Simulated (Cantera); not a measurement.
Charge: 1 mol CF4, 0.98 mol F2, 13 mol H2, 0.41 mol CH4, held at 20.0 Pa.

Equilibrium computed with Cantera from the NASA thermochemical tables; the gas is ideal and each condensed phase is pure. Candidate condensed phases: C, C6H6, C7H8, C8H18; 110 gas species. Ions and electrons are included (thermal ionisation). Kinetics and transport are ignored.

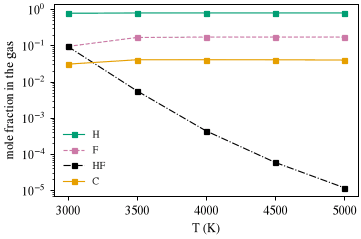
Figure: Equilibrium gas composition (values under 1e-9 drawn at 1e-9)

**Question.** Read off the mole fractions at 4500 K.

**Answer.** H about 0.79, F about 0.17, C about 0.040, HF about 5.9e-5.
